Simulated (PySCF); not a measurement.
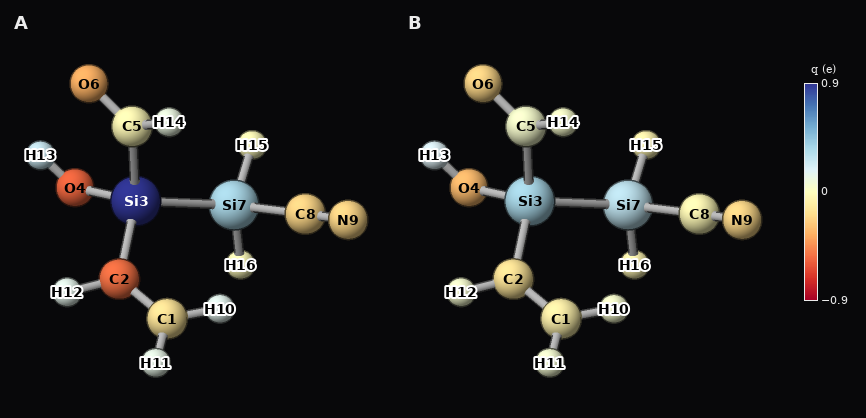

Atomic charges of one calculation by 2 schemes, on one colour scale. The computed structure is the end point of a GFN2-xTB optimisation. No frequency run is at hand to confirm it as a minimum. Computed with PBE0/pcSseg-1 (PySCF 2.14.0).

### The schemes are Hirshfeld, Mulliken. Which panel shows which?

A Mulliken, B Hirshfeld.

List the charges (e), one line for each set of equivalent atoms.

```
atom  Mulliken  Hirshfeld
  C1     −0.15      −0.07
  C2     −0.53      −0.14
 Si3      0.90       0.36
  O4     −0.55      −0.31
  C5     −0.03       0.04
  O6     −0.34      −0.20
 Si7      0.36       0.29
  C8     −0.20      −0.03
  N9     −0.21      −0.20
 H10      0.15       0.04
 H11      0.13       0.06
 H12      0.14       0.05
 H13      0.26       0.18
 H14      0.11       0.04
 H15     −0.02      −0.05
 H16     −0.01      −0.05
```

The geometry is semi-empirical. Around Si such bond lengths and angles can be off by a tenth of an ångström or more and by several degrees, and values that hang on the shape move with them.
